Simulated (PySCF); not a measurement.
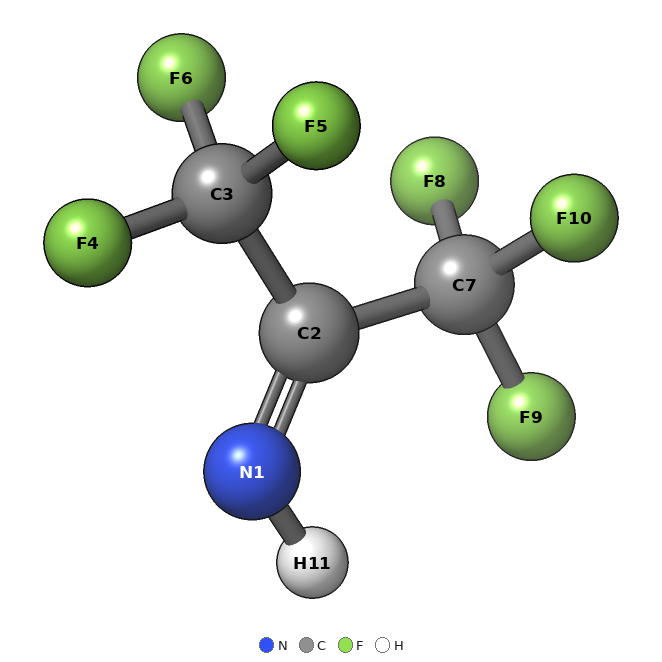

The computed structure is the end point of a GFN2-xTB optimisation. No frequency run is at hand to confirm it as a minimum. Properties computed with B3LYP/pcJ-1 indirect spin-spin coupling, non-relativistic, gas phase (PySCF 2.14.0). Isotopes: 13C, 19F, 1H, 15N.

Give the spin–spin coupling constants of these pairs, with the number of bonds between them: C3/F4, C3/F6, F4/F6, F5/F6, F8/F9, F8/F10, F9/F10, N1/F9, C3/F10, C3/F9, F5/C7, F6/C7.

```tsv
pair	bonds apart	J (Hz)
C3, F4	1	−353.7
C3, F6	1	−345.6
F4, F6	2	61.6
F5, F6	2	101.7
F8, F9	2	69.5
F8, F10	2	85.4
F9, F10	2	69.4
N1, F9	3	4.3
C3, F10	3	−2.5
C3, F9	3	4.9
F5, C7	3	−2.3
F6, C7	3	−2.6
```

Density functionals are unreliable for couplings to fluorine, so those rows may be far off.
